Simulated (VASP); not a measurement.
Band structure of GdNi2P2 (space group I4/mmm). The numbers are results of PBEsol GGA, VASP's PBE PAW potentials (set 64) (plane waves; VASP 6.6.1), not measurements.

The 4f electrons are frozen in the core of the lanthanide potential, so 4f levels, which can set the real gap, and their magnetism are missing.

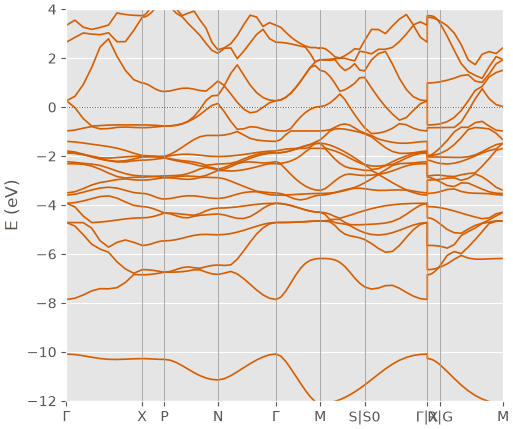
Fig. 1. Bands along high-symmetry lines, zero at the valence-band maximum or, without a gap, the Fermi level

Read the plot: is there a gap, and where are the band edges?

It has no gap at this level: it comes out as a metal or semimetal. (Edges off the drawn lines would not show.)

The structure comes from a computed database's GdNi2P2 entry (I4/mmm); how it stands against other phases isn't given here. It was relaxed first. The run is not spin-polarised, so no magnetic state was tried. The electron count is odd and the run is not spin-polarised, which forces a metal.
